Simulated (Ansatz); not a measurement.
# Lattice dynamics of Li5Sc (built on the sites of a database entry of YCu5), part 2 of 2

Task: relax Li5Sc (built on the sites of a database entry of YCu5), then find its harmonic phonons.

Ansatz 0.2.0; DFT LDA, scalar-relativistic, plane waves, norm-conserving pseudopotentials.

So far. Step 4 (Tight relaxation): The forces vanish by symmetry and the pressure is 0.001 GPa, within the tolerances set. The cell now holds 18.95 Å³/atom. The relaxed cell has a = 5.459, c = 4.405 Å (conventional setting).

The structure was built from a prototype and need not be the compound's stable phase.

## Step 5: Zone-centre response

The zone centre comes first: it holds the modes that light can see, as far as symmetry allows. No field response is asked, since the mesh shows no gap.

File input.yaml:

```yaml
crystal:
  lattice:
    - [5.4587728257, -3.2997e-06, 0.0]
    - [-2.7293835553, 4.7274375904, 0.0]
    - [0.0, 0.0, 4.4051032889]
  atoms:
    - { symbol: Sc, position: [0.0, 0.0, 0.0] }
    - { symbol: Li, position: [0.5, 0.0, 0.5] }
    - { symbol: Li, position: [0.5, 0.5, 0.5] }
    - { symbol: Li, position: [0.0, 0.5, 0.5] }
    - { symbol: Li, position: [0.3333333333, 0.6666666667, 0.0] }
    - { symbol: Li, position: [0.6666666667, 0.3333333333, 0.0] }
kpoints:
  mp_grid: { grid: [6, 6, 8] }
hamiltonian:
  xc: lda
  pseudopotentials: { kind: nc }
scf:
  occupations: { method: methfessel_paxton, width: 0.15 }
output:
  eigenvalues: true
phonons:
  method: dfpt
```

Run with:

```bash
$ ansatz run input.yaml --threads 8 --pin off --max-ram 14336MiB --backend cpu --events-out ev --progress --plain --runs-dir out
```

The program printed:

```text
zone centre: on kpoints.mp_grid the ground state, and the responses unless they are solved on pairs of k-points, stand on 100 of the mesh's 288 k-points, reduced under 2 symmetry operations, with k and −k counted as one. Each operation leaves every solved displacement unchanged or reverses it
[...]
Crystal: 6 atoms, lattice volume = 113.678 Å³
Basis set: ecut = 1061.244064 eV, 8945 PW (Γ), exchange–correlation on 120×120×96 points (8 copies of the dense FFT grid, shifted against one another)
Bands: 19, of which v1, the nominal top of the filled ones, is band 13 counted from 1 (12 counted from 0)
Symmetry: 24 space group operations
k-points: 100 of 288 (irreducible under 2 space group operations, time reversal used)
[...]
SCF iter   1: F=—  HF=-2284.770792 eV  |F-HF|=—  |Δ(HF+E_count)|=         —  Δρ=4.56e-2  dr2=8.04e0  ethr=3.10e-3  ⟨swp⟩=5.8  Hψ=9747  notcnv=0
[...]
SCF iter  13: F=-2282.916131 eV  HF=-2282.916131 eV  |F-HF|=0.00e0  |Δ(HF+E_count)|=  9.55e-12  S|Δr|=    0.00e0  Δρ=2.83e-8  dr2=3.74e-13  ethr=1.00e-12  ⟨swp⟩=7.4  Hψ=8868  notcnv=0
SCF 1 converged in 13 iterations: F = -2282.916131 eV  dr2 = 3.74e-13
DFPT response loops at Γ: preconditioner auto → Kerker (q_TF=auto, 2.134 Å⁻¹) (partly filled bands, converged f_vac=0.000); β = 1.00, the filter's whole step (`scf.mixing.beta` (0.50) is not read by the response loops under this deck's `scf.mixing.preconditioner`; to damp them name `kerker` or `kerker_dos`, under which they read `scf.mixing.beta`, and type it under 1.00, their step now; both keys bind the ground state too); Broyden in place of MSR1
SCF converged after 13 iterations
[...]
Free energy (F): -2282.916131 eV
[...]
Internal energy: -2282.920973 eV  (E = F + TS)
E sigma→0 (E₀):  -2282.917341 eV
Entropy (-TS):   0.004842 eV (0.807 meV/atom)
Fermi energy:    2.871195 eV
[...]
--- Band table (eV; the first three rows and the last of 100) ---
  k-point 0: bands = [... 9 lower, -1.0852, 2.7051, 2.7051, 3.1416, 3.4506, 3.7601, 3.7770, 3.7770, ... 2 higher]
  k-point 1: bands = [... 9 lower, -0.9887, 2.7161, 2.7161, 2.8240, 3.4400, 3.5202, 3.5202, 3.7985, ... 2 higher]
  k-point 2: bands = [... 9 lower, -0.7055, 2.0703, 2.7433, 2.7433, 3.2594, 3.2594, 3.4144, 4.0286, ... 2 higher]
  k-point 99: bands = [... 9 lower, 1.3065, 1.4306, 1.7725, 1.8865, 3.0088, 3.5718, 3.6078, 3.6511, ... 2 higher]
--- Phonons (Γ-DFPT): 7 representative perturbations + reference, on 100 of 288 k-points (Σ response iterations 27) ---
  k mesh reduced under 2 symmetry operations, with k and −k counted as one. Each operation leaves every solved displacement unchanged or reverses it
  ASR residual: 1.217e-4 → 0.000e0 eV/Å²; symmetrization residual: 2.519e-6 eV/Å²
  ASR residual per site (eV/Å²): 1.22e-4 1.01e-6 7.97e-7 7.97e-7 7.96e-6 7.96e-6
  Γ frequencies (cm⁻¹): -168.14 0.00 0.00 0.00 90.93 117.68 117.68 231.03 231.03 288.85 288.85 291.01 291.01 331.79 331.79 373.46 451.31 469.91
  non-analytic LO–TO correction: not included (Born effective charges unavailable; polar crystals: no LO–TO splitting at Γ)
```

It took 61 s on 8 threads of Arm Neoverse V2, shared host; peak memory 2.5 GiB.

In the SCF lines HF is the Harris–Foulkes energy and dr2 the Hartree energy of the density residual, in eV; the loop may stop once dr2 is under the threshold and the program's other checks hold. Hψ counts applications of the Hamiltonian.

Numbers from this step:

```yaml
sum_rule_residual_before_enforcement: 1.22e-4 eV/Å²
point_group: 6/mmm
highest_optical_mode_at_the_zone_centre_no_lo_to_term: 469.9 cm⁻¹
lowest_optical_zone_centre_mode: -168.1 cm⁻¹
```

Patterns of degenerate modes are one choice out of their space. Modes at Γ, with each element's share of the kinetic energy (negative means imaginary):

```tsv
mode	frequency (cm⁻¹)	symmetry	Sc %	Li %
1	-168.1	B1u	0	100
2	0.0	acoustic	56	44
3	0.0	acoustic	56	44
4	0.0	acoustic	56	44
5	90.9	A2u	44	56
6	117.7	E1u	26	74
7	117.7	E1u	26	74
8	231.0	E1u	16	84
9	231.0	E1u	16	84
10	288.9	E2g	0	100
11	288.9	E2g	0	100
12	291.0	E2u	0	100
13	291.0	E2u	0	100
14	331.8	E1u	1	99
15	331.8	E1u	1	99
16	373.5	B1g	0	100
17	451.3	A2u	0	100
18	469.9	B2u	0	100
```

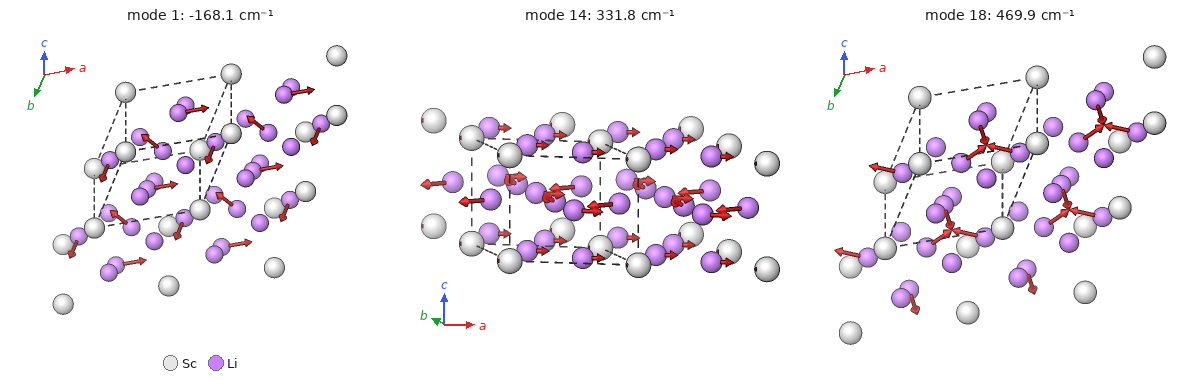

Displacement patterns of modes 1, 14 and 18 at Γ; arrows are exaggerated. 2×2×1 cells are drawn. Some periodic images of atoms are drawn too.

Before it was imposed, the acoustic sum rule was missed by 1.2e-4 eV/Å². Small misses are needed for a sound result but don't prove that mesh and cutoff are converged. The lowest optical mode is imaginary, 168.1i cm⁻¹, so the energy falls along it.

## Step 6: Phonons on a q mesh

Stability and thermal properties need the whole zone. Linear response on a 2×2×2 q mesh gives force constants as far as a supercell of that size would.

Edit input.yaml of step 5 so:

```diff
@@ -23 +23,9 @@
   method: dfpt
+  qmesh: [2, 2, 2]
+  temperatures: { t_max: 1000, t_step: 50 }
+  qpath:
+    path:
+      - [[0.0, 0.0, 0.0], [0.5, 0.0, 0.0], [0.33333333, 0.33333333, 0.0], [0.0, 0.0, 0.0], [0.0, 0.0, 0.5], [0.5, 0.0, 0.5], [0.33333333, 0.33333333, 0.5], [0.0, 0.0, 0.5]]
+      - [[0.5, 0.0, 0.5], [0.5, 0.0, 0.0]]
+      - [[0.33333333, 0.33333333, 0.5], [0.33333333, 0.33333333, 0.0]]
+    npoints: 10
```

The program printed:

```text
Warning: phonons: the dynamical matrix that this run interpolates holds no multipole term above the dipole-dipole one, and a site of this crystal is no centre of inversion, so its interpolated transverse optical and acoustic branches and sound speeds can stay off near Gamma, and the density of states and the thermodynamics with them. What a run solves at a wave vector of phonons.qpoints, Gamma apart, where the deck admits one, is free of this, and under fd what a larger phonons.supercell samples
[...]
Crystal: 6 atoms, lattice volume = 113.678 Å³
Basis set: ecut = 1061.244064 eV, 8945 PW (Γ), exchange–correlation on 120×120×96 points (8 copies of the dense FFT grid, shifted against one another)
Bands: 19, of which v1, the nominal top of the filled ones, is band 13 counted from 1 (12 counted from 0)
Symmetry: 24 space group operations
k-points: 35 of 288
[...]
SCF iter   1: F=—  HF=-2284.770780 eV  |F-HF|=—  |Δ(HF+E_count)|=         —  Δρ=4.56e-2  dr2=8.04e0  ethr=3.10e-3  ⟨swp⟩=5.8  Hψ=3371  notcnv=0
[...]
SCF iter  14: F=-2282.916131 eV  HF=-2282.916131 eV  |F-HF|=2.27e-12  |Δ(HF+E_count)|=  4.55e-13  S|Δr|=    0.00e0  Δρ=2.54e-8  dr2=9.93e-13  ethr=1.00e-12  ⟨swp⟩=5.5  Hψ=2682  notcnv=0
SCF 1 converged in 14 iterations: F = -2282.916131 eV  dr2 = 9.93e-13
[...]
SCF iter   5: F=-2282.916131 eV  HF=-2282.916131 eV  |F-HF|=4.09e-12  |Δ(HF+E_count)|=  2.27e-12  S|Δr|=    0.00e0  Δρ=1.01e-7  dr2=5.11e-12  ethr=1.00e-12  ⟨swp⟩=2.6  Hψ=1290  notcnv=0
SCF 2 converged in 5 iterations: F = -2282.916131 eV  dr2 = 5.11e-12
phonons: the bands overlap, so this run is a metal and interpolates without the dipole-dipole term. If the crystal is really an insulator or semiconductor, its LO-TO splitting is missing
NSCF: frozen V_eff on 35 k-points
[...]
DFPT response loops at q = (0, 0, 0) (fractional): preconditioner auto → Kerker (q_TF=auto, 2.134 Å⁻¹) (partly filled bands, converged f_vac=0.000); β = 1.00, the filter's whole step (`scf.mixing.beta` (0.50) is not read by the response loops under this deck's `scf.mixing.preconditioner`; to damp them name `kerker` or `kerker_dos`, under which they read `scf.mixing.beta`, and type it under 1.00, their step now; both keys bind the ground state too); Broyden in place of MSR1
[...]
SCF converged after 14 iterations
[...]
Free energy (F): -2282.916131 eV
[...]
Internal energy: -2282.920973 eV  (E = F + TS)
E sigma→0 (E₀):  -2282.917341 eV
Entropy (-TS):   0.004842 eV (0.807 meV/atom)
Fermi energy:    2.871195 eV
[...]
--- Band table (eV; the first three rows and the last of 35) ---
  k-point 0: bands = [... 9 lower, -1.0852, 2.7051, 2.7051, 3.1416, 3.4506, 3.7601, 3.7770, 3.7770, ... 2 higher]
  k-point 1: bands = [... 9 lower, -0.9887, 2.7161, 2.7161, 2.8240, 3.4400, 3.5202, 3.5202, 3.7985, ... 2 higher]
  k-point 2: bands = [... 9 lower, -0.7055, 2.0703, 2.7433, 2.7433, 3.2594, 3.2594, 3.4144, 4.0286, ... 2 higher]
  k-point 34: bands = [... 9 lower, 1.7661, 1.7661, 1.8282, 2.0326, 2.0326, 2.4216, 4.0233, 4.0233, ... 2 higher]
--- Phonons (Γ-DFPT): 7 representative perturbations + reference (Σ response iterations 21) ---
  ASR residual: 6.234e-5 → 0.000e0 eV/Å²; symmetrization residual: 1.583e-6 eV/Å²
  ASR residual per site (eV/Å²): 6.23e-5 4.57e-6 4.20e-6 4.20e-6 6.38e-6 6.38e-6
[...]
--- Phonons (arbitrary-q DFPT): 4 irreducible q on the 2×2×2 mesh ---
  q = [0.0000, 0.0000, 0.0000] (star 1, of the zone-centre solve; hermiticity 9.30e-7, symmetrization 2.03e-7): -168.14 -0.00 -0.00 0.00 90.93 117.68 117.68 231.03 231.03 288.85 288.85 291.01 291.01 331.79 331.79 373.46 451.31 469.91
  q = [0.0000, 0.0000, -0.5000] (star 1, 7 solved perturbations in 535 linear systems a pass and spin channel, the states on 100 of 288 k-point pairs; hermiticity 1.01e-7, symmetrization 6.70e-8, the responses' own estimated error 1.5e-5 eV/Å²): -192.45 -39.47 55.62 55.62 59.45 59.45 89.04 89.04 212.67 233.55 233.55 290.49 309.39 309.39 330.74 364.38 364.38 512.63
[...]
sum rule: each row above includes the acoustic sum rule's correction from the zone centre's row sums; it moved no ω² by more than (0.61 cm⁻¹)²
  mesh force constants: q→R imaginary residual 1.33e-17; ASR residual 6.234e-5 → 0.000e0 eV/Å²; symmetrization residual 3.109e-15 eV/Å²
  interpolated dispersion: 93 rows × 18 modes
  density of states and harmonic sums: on the 14×14×14 q-mesh, interpolated from the force constants of a 2×2×2 supercell (no non-analytic term)
  largest difference from the sums on the solved wave vectors: F 2.26e-1 eV, S 3.05e-4 and C_V 8.00e-5 eV/K
  zero-point energy: 0.249833 eV/cell   skipped modes (ω ≤ 0): 267, of them read as no rigid motion or as one in doubt: 264 (1.335e0 modes/cell left out, lowest -192.45 cm⁻¹)   left out of the sums: 7.42e-2 of the cell's modes: C_V's classical limit lies that fraction below 3 k_B per atom; for a crystal, a wire or a layer, F and S can be off by more, and a phonons.interpolated_qmesh denser along its periods is the remedy for the sampling
```

Elapsed: 3.8 min, on 8 threads; peak memory 2.1 GiB.

Numbers from this step:

```
sum-rule residual before enforcement                    : 6.23e-5 eV/Å²
lowest frequency on the path                            : -192.5 cm⁻¹
highest frequency on the path or at a solved wavevector : 512.6 cm⁻¹
lowest mode on the q mesh (acoustic modes at Γ apart)   : -192.4 cm⁻¹
```

Frequencies (cm⁻¹) solved at each irreducible wavevector; negative means imaginary. Frequencies by wavevector, by row:

```tsv
q in reciprocal lattice units	star	mode 1	mode 2	mode 3	mode 4	mode 16	mode 17	mode 18
0 0 0	1	-168.1	0	0	0	373.5	451.3	469.9
0 0 -0.5	1	-192.4	-39.5	55.6	55.6	364.4	364.4	512.6
0 -0.5 0	3	-87.9	68	88.6	110.2	415.7	433.3	435.2
0 -0.5 -0.5	3	-99.7	-48.9	-37.8	106.3	359.1	412.9	467.1
```

Interpolated from a 2×2×2 q mesh, rough between the solved points. Phonon branches along the path, in cm⁻¹:

```tsv
point	branch 1	branch 2	branch 3	branch 4	branch 15	branch 16	branch 17	branch 18
Γ	-168	0	0	0	332	374	451	470
M	-88	68	89	110	382	416	433	435
K	74	91	91	117	411	411	426	426
Γ	-168	0	0	0	332	374	451	470
A	-192	-40	56	56	331	364	364	513
L	-100	-49	-38	106	346	359	413	467
H	-50	92	102	102	331	362	443	443
A	-192	-40	56	56	331	364	364	513
jump to L	-100	-49	-38	106	346	359	413	467
M	-88	68	89	110	382	416	433	435
jump to H	-50	92	102	102	331	362	443	443
K	74	91	91	117	411	411	426	426
```

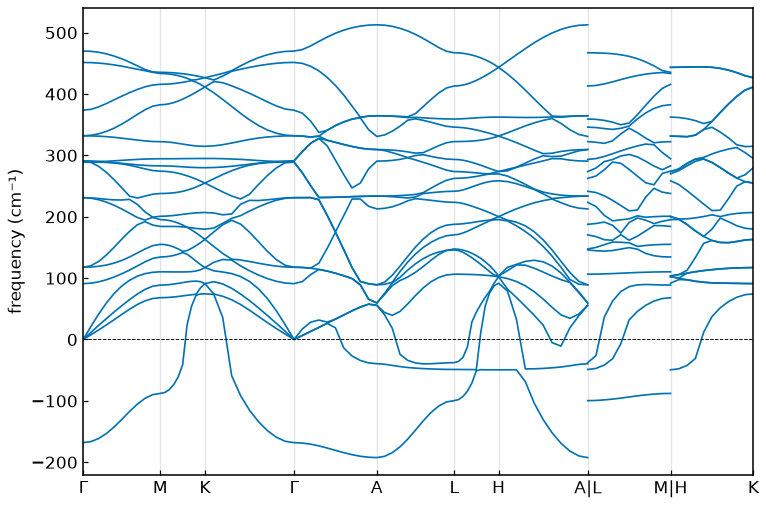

Phonon branches along the path.

The phonon density of states has structure finer than the step of the table below, so its rows give means over 50 cm⁻¹, whole bins alone (the curve runs from -195 to 515 cm⁻¹). Peaks (cm⁻¹: height): 105.0: 0.0584, 135.0: 0.0572, 195.0: 0.0579, 235.0: 0.0587, 315.0: 0.0591, 355.0: 0.0720, 435.0: 0.037.

Tetrahedra on a 14×14×14 mesh, mean over bins of 10 cm-1. Interpolated from a 2×2×2 q mesh, rough between the solved points. Table of phonon density of states by wavenumber; means over each step:

```tsv
wavenumber (cm⁻¹)	phonon density of states (1/cm⁻¹/cell)
-150	0.00544
-100	0.00846
-50	0.00924
0	0.00730
50	0.0239
100	0.0396
150	0.0448
200	0.0432
250	0.0358
300	0.0503
350	0.0446
400	0.0167
450	0.0230
```

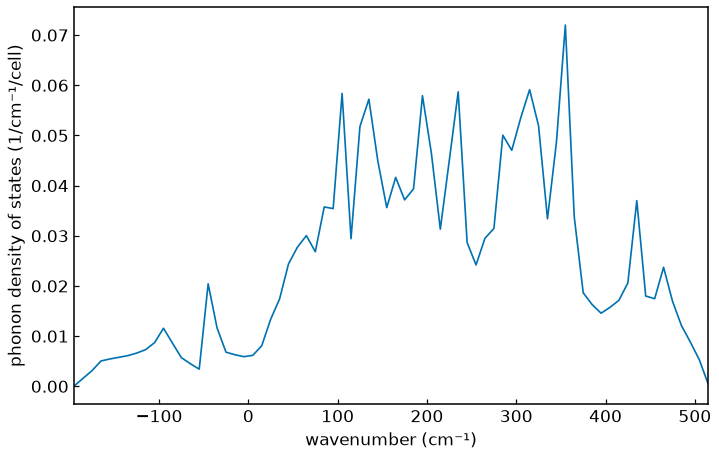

Phonon density of states, plotted against wavenumber.

The partial phonon density of states has structure finer than the step of the table below, so its rows give means over 50 cm⁻¹, whole bins alone (the curve runs from -202 to 538 cm⁻¹). Peaks (cm⁻¹: height): Li -99.8: 0.0108, 132.9: 0.0446, 193.4: 0.0580, 230.6: 0.0547, 314.4: 0.0607, 356.2: 0.0627, 435.3: 0.0325; Sc -43.9: 0.0167, 105.0: 0.0352.

Phonopy on the run's constants, 13x13x13 mesh, Gaussian sigma 5.3 cm-1. Interpolated from a 2×2×2 q mesh, rough between the solved points. The partial phonon density of states by wavenumber; means over each step; values in 1/cm⁻¹/cell:

```tsv
wavenumber (cm⁻¹)	Li	Sc
-150	0.00548	1.0e-6
-100	0.00827	1.4e-5
-50	0.00318	0.00659
0	0.00169	0.00413
50	0.00836	0.0161
100	0.0171	0.0234
150	0.0380	0.00635
200	0.0417	0.00138
250	0.0345	0.00148
300	0.0497	3.4e-4
350	0.0445	1.7e-4
400	0.0169	7.7e-6
450	0.0227	8.0e-6
500	0.00716	0
```

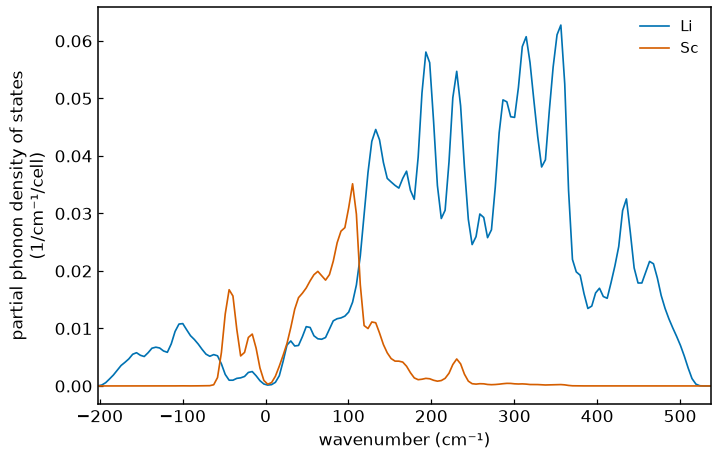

Partial phonon density of states against wavenumber.

Symmetry leaves 4 wavevectors to solve. The lowest mode among them, the acoustic zeros apart, lies at q = (0, 0, -0.5) and is imaginary, 192.4i cm⁻¹, so the energy falls along it.

## Step 7: Another isotope

An isotope changes the mass and not the force constants, so no new electronic calculation is needed; the shifts show which modes move this element.

The same force constants with the mass of Li changed from 6.940 to 6.015 u (phonopy, no LO-TO term). Both lists are sorted by frequency; levels can cross, so a row need not hold one and the same mode. Modes under 3 cm⁻¹ are left out. Isotope shifts, by row, the first 40 of 60 rows:

```tsv
q	rank	natural mass (cm⁻¹)	changed mass (cm⁻¹)
0 0 0	1	-168.1	-180.6
0 0 0	5	90.93	94.8
0 0 0	6	117.7	124.1
0 0 0	7	117.7	124.1
0 0 0	8	231	245.5
0 0 0	9	231	245.5
0 0 0	10	288.9	310.3
0 0 0	11	288.9	310.3
0 0 0	12	291	312.6
0 0 0	13	291	312.6
0 0 0	14	331.8	356.1
0 0 0	15	331.8	356.1
0 0 0	16	373.5	401.1
0 0 0	17	451.3	484.8
0 0 0	18	469.9	504.8
0 0 -0.5	1	-192.4	-206.7
0 0 -0.5	2	-39.47	-39.48
0 0 -0.5	3	55.62	59.75
0 0 -0.5	4	55.62	59.75
0 0 -0.5	5	59.45	60.45
0 0 -0.5	6	59.45	60.45
0 0 -0.5	7	89.04	95.64
0 0 -0.5	8	89.04	95.64
0 0 -0.5	9	212.7	228.4
0 0 -0.5	10	233.6	246.7
0 0 -0.5	11	233.6	246.7
0 0 -0.5	12	290.5	312
0 0 -0.5	13	309.4	332.3
0 0 -0.5	14	309.4	332.3
0 0 -0.5	15	330.7	355.2
0 0 -0.5	16	364.4	391.4
0 0 -0.5	17	364.4	391.4
0 0 -0.5	18	512.6	550.6
0 -0.5 0	1	-87.89	-94.4
0 -0.5 0	2	68.01	68.17
0 -0.5 0	3	88.56	89.69
0 -0.5 0	4	110.2	110.2
0 -0.5 0	5	134.3	144.3
0 -0.5 0	6	155	164.9
0 -0.5 0	7	184.1	197.8
```

A mode of this element alone would shift by +7.41 %. The highest zone-centre frequency without the field goes from 469.9 to 504.8 cm⁻¹ (+7.4 %).

## Step 8: What came out

```
space group after relaxation (within 0.01 Å)            : P6/mmm
volume per atom                                         : 18.9 Å³
electronic character                                    : no gap on this mesh
highest optical mode at the zone centre (no LO-TO term) : 470 cm⁻¹
lowest optical zone-centre mode                         : -168 cm⁻¹
lowest mode on the q mesh (acoustic modes at Γ apart)   : -192 cm⁻¹
highest frequency on the path or at a solved wavevector : 513 cm⁻¹
imaginary modes on the 2×2×2 q mesh                     : yes
```

**Reading.** Modes are clearly imaginary (beyond 10i cm⁻¹) at 4 of the 4 irreducible wavevectors, most at q = (0, 0, -0.5) (192.4i cm⁻¹), so this structure is not a minimum of the energy. The optical modes at Γ span -168 to 470 cm⁻¹ (negative means imaginary). The highest mode in this list at Γ, 469.9 cm⁻¹, is mostly motion of Li (100 % of the kinetic energy). The q mesh stands for a supercell only 8.8 Å across, so branches between the solved wavevectors are rough. With no gap, or one that is small against the smearing, the frequencies hang on the k mesh and the smearing, most of all near Kohn anomalies. The starting cell was built on a prototype and not taken from a measurement, so the phase need not exist. These are harmonic frequencies at zero temperature: anharmonic shifts, linewidths and thermal expansion are left out.

[Logs are printed without paths, hosts, clocks, repeated set-up lines and the standing remarks that a program may print on its own settings, such as how far it seeks lower states.]

[Hosts, paths, dates, database ids (printed as entryN), source tags and the programs' standing remarks are cut or masked in the printed files.]
